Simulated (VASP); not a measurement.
Band structure of CuZn (CsCl type). Calculation: optB86b-vdW, VASP's PBE PAW potentials (set 64) (plane waves; VASP).

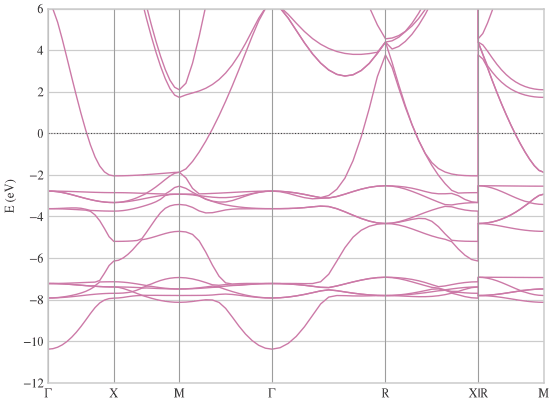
Figure. Bands along high-symmetry lines, zero at the valence-band maximum or, without a gap, the Fermi level

Task: Read the plot: is there a gap, and where are the band edges?

Result: It has no gap at this level: it comes out as a metal or semimetal. (Edges off the drawn lines would not show.)

The compound is CuZn in the CsCl type structure. It was relaxed first. The electron count is odd and the run is not spin-polarised, which forces a metal.
